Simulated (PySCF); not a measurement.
Breaking a bond: GeF, doublet.

Methods: UKS-BHandHLYP = unrestricted BHandHLYP/cc-pVDZ in PySCF; ROHF/cc-pVDZ (PySCF); UHF/cc-pVDZ (PySCF).

Magnitude of the dipole moment (D; its direction can reverse along the curve, and a method can change to another solution) and Mulliken charge of the fragment that holds Ge1:

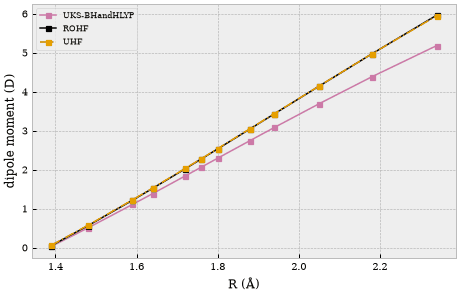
Dipole moment against bond length.

| R / Å | μ UKS-BHandHLYP | q UKS-BHandHLYP | μ ROHF | q ROHF | μ UHF | q UHF |
|---|---|---|---|---|---|---|
| 1.39 | 0.03 | 0.34 | 0.05 | 0.44 | 0.06 | 0.44 |
| 1.48 | 0.50 | 0.35 | 0.56 | 0.45 | 0.57 | 0.45 |
| 1.59 | 1.11 | 0.38 | 1.21 | 0.48 | 1.22 | 0.48 |
| 1.64 | 1.39 | 0.39 | 1.52 | 0.49 | 1.53 | 0.49 |
| 1.72 | 1.84 | 0.42 | 2.02 | 0.52 | 2.03 | 0.52 |
| 1.76 | 2.06 | 0.43 | 2.27 | 0.53 | 2.28 | 0.53 |
| 1.80 | 2.29 | 0.44 | 2.53 | 0.54 | 2.54 | 0.54 |
| 1.88 | 2.74 | 0.46 | 3.04 | 0.56 | 3.05 | 0.56 |
| 1.94 | 3.08 | 0.48 | 3.43 | 0.57 | 3.44 | 0.57 |
| 2.05 | 3.69 | 0.50 | 4.14 | 0.60 | 4.14 | 0.60 |
| 2.18 | 4.38 | 0.52 | 4.97 | 0.62 | 4.97 | 0.62 |
| 2.34 | 5.18 | 0.53 | 5.96 | 0.64 | 5.94 | 0.64 |

The scan ran from 1.39 to 7.04 Å; beyond the distances shown one of the unrestricted levels run for this scan, shown here or not, changes its spin distribution in one step.
